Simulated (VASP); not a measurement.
Band structure of YSi₂ (space group C2/c). Method: PBEsol GGA, VASP's PBE PAW potentials (set 64) (plane waves; VASP 6.6.1).

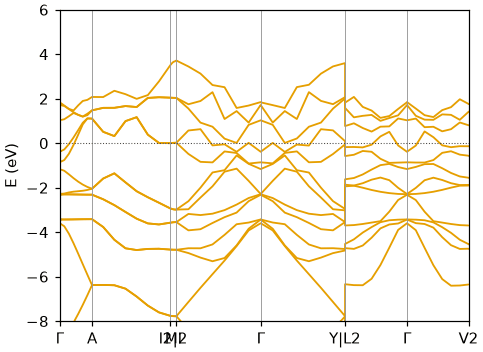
Figure. Bands along high-symmetry lines, zero at the valence-band maximum or, without a gap, the Fermi level

Read the plot: is there a gap, and where are the band edges?

It has no gap at this level: it comes out as a metal or semimetal.

The structure comes from a computed database's YSi2 entry; how it stands against other phases isn't given here. The cell was not relaxed at this level.
